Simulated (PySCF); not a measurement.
**C5H8, SMILES `C1C2CC1C2`: what the electrons do**

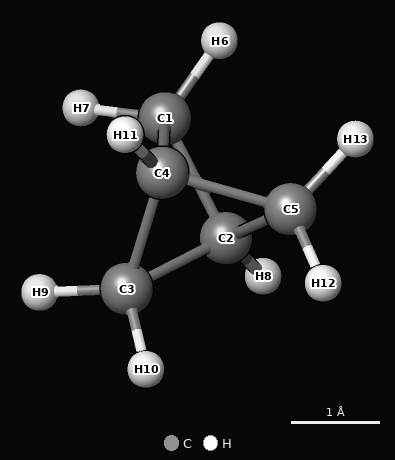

The molecule, with its atoms numbered as below. No frequency check shows the geometry to be a minimum.

Coordinates in Å:

```
C1      -0.3153   -1.1826   -0.0017
C2       0.0001   -0.0016    0.9297
C3      -0.8666    0.8643    0.0014
C4      -0.0001    0.0016   -0.9296
C5       1.1818    0.3182    0.0001
H6       0.3916   -2.0101   -0.0023
H7      -1.3402   -1.5484   -0.0018
H8       0.0004   -0.0040    2.0147
H9      -1.9366    0.6660    0.0006
H10     -0.6708    1.9349    0.0023
H11     -0.0002    0.0040   -2.0145
H12      1.5450    1.3441    0.0017
H13      2.0111   -0.3865   -0.0002
```

### 1. In an electric field

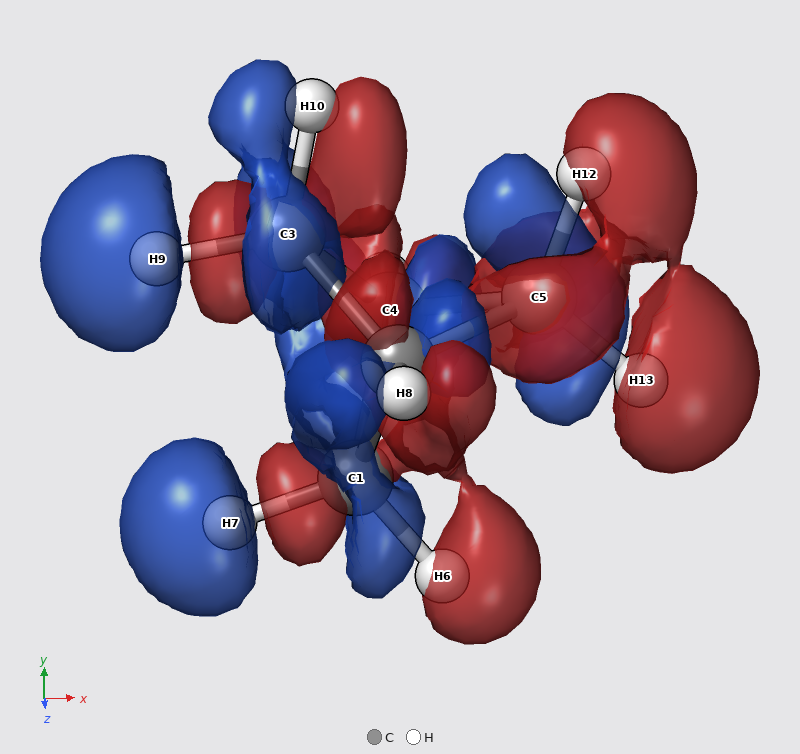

Change of the electron density in a uniform field of 0.26 V/Å, surfaces at ±0.002 e/Å³ (red: gain, blue: loss).

Level of theory: HF/def2-SVPD (PySCF), at a geometry from GFN2-xTB.

Q: Along which Cartesian direction does the field point?

A: Along −x: electrons gather on the +x side, against the field.

Q: How large is the response?

A: The induced dipole is 0.67 D (along the field); α along this axis, from the fields in both directions, is 53 bohr³ (7.9 Å³).

Q: Which atoms gain and lose the most charge?

A: Electrons gather most on H13 (Hirshfeld charge changes by −0.010 e) and leave H9 most (+0.011 e); 0.070 electrons are displaced in all.

### 2. Localised orbitals

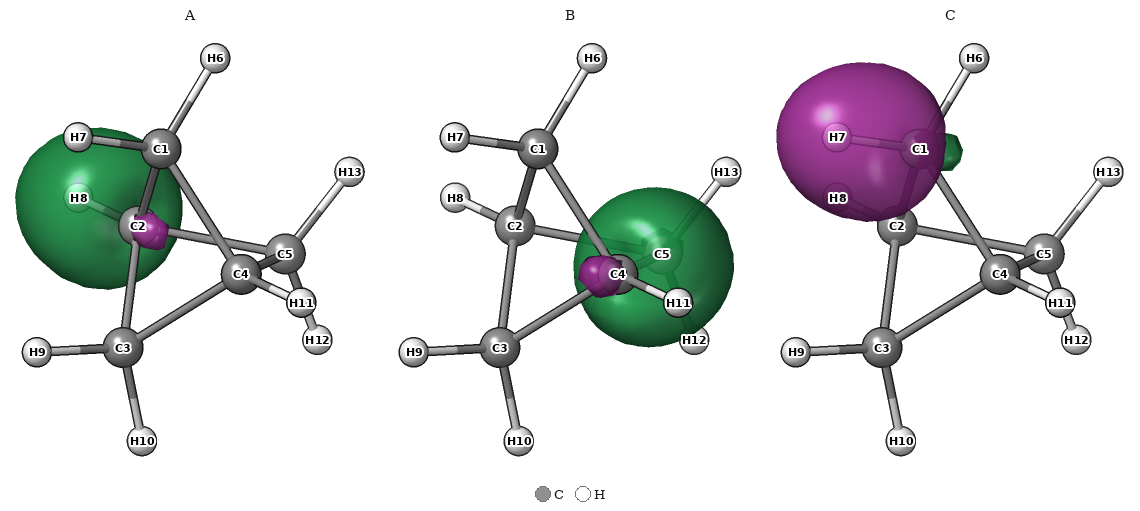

Foster–Boys orbitals, occupied; each surface holds about 70 % of the orbital's density. Energies are diagonal elements of the Fock matrix.

Method: LDA (SVWN)/def2-SVP; geometry: GFN2-xTB; program: PySCF.

Q: Name the orbitals, with their atomic make-up and energies.

A: By panel:
- A: σ bond C2–H8 (C2 55 %, H8 44 %; −11.7 eV)
- B: σ bond C5–C4 (C5 49 %, C4 49 %; −12.1 eV)
- C: σ bond C1–H7 (C1 55 %, H7 45 %; −11.4 eV)

### 3. Stretching a bond

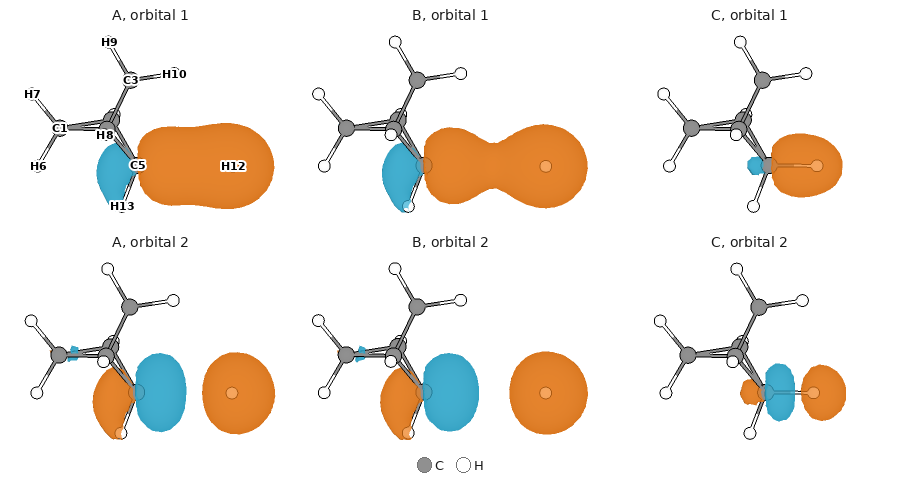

Rigid stretch of the C5–H12 bond. The two CASSCF(2,2) natural orbitals nearest half filling (orbital 1 the more occupied).

Level of theory: 6-31G* basis (PySCF), at a geometry from GFN2-xTB.

Q: The columns are at 1.18, 2.35 and 3.00 Å, in some order. Assign them, and give the occupations.

A: A: 2.35 Å, occupations 1.64 and 0.36. B: 3.00 Å, occupations 1.30 and 0.70. C: 1.18 Å, occupations 1.98 and 0.02.

Q: Where does the UHF solution part from RHF?

A: Between 1.66 Å (⟨S²⟩ = 0, the two coincide) and 1.93 Å (⟨S²⟩ = 0.54); at 3.00 Å ⟨S²⟩ is 0.99 and UHF lies 3.3 eV below RHF.

Q: How much energy does the stretch cost?

A: By CASSCF, 4.3 eV from the lowest point of the scan (1.07 Å) to 3.00 Å; RHF gives 7.2 eV from its own lowest point. The fragments aren't relaxed and dynamic correlation is missing, so this isn't a bond dissociation energy.
